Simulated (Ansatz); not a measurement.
Electronic density of states of amorphous Si24O49Mg, density 2.22 g/cm³, on a 2×2×2 Γ-centred mesh with a Gaussian width of 0.1 eV; energies count from the Fermi level, whose place inside the gap is arbitrary. Cell and mesh are small, so fine structure isn't converged. Method: PBE, scalar-relativistic without spin-orbit coupling (plane waves to 420 eV, PAW; Ansatz, an electronic-structure program). Sampling: a 2×2×2 Γ-centred mesh; Fermi-Dirac width 0.02 eV; no spin polarisation. At PBE the levels at the filled edge of the gap are localised (band-tail or defect states), and the nearest spread-out levels lie 5.6 eV apart at the zone centre.

The cell was made by melting and quenching with the CHGNet potential and then relaxed with DFT. O atoms were pushed apart under 1.9 Å during the dynamics, to hinder bonds among them. The hot cell started wider than the set density and was brought back towards it in steps. It is the lowest in DFT energy of 2 quenches. It is a model cell: composition and starting density were chosen by hand, and all elements were melted together. No dispersion term was used. Its density started from a set value of 2.22 and ended at 2.22 g/cm³. Cooling (nominally 400 K/ps over its main leg) ran many orders faster than in experiment, which tends to leave more defects and strain. Values belong to this one cell and scatter from quench to quench. The volume was held where the preparation left it and the shape relaxed, at a PBE pressure of 2.4 GPa. Stress components on the final sampling reach 2.4 GPa.

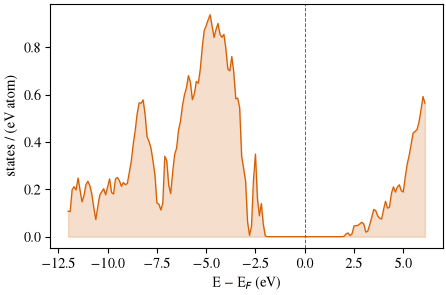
Density of states per atom

The level gap on this mesh is 4.37 eV; the broadening fills part of it in the curve.
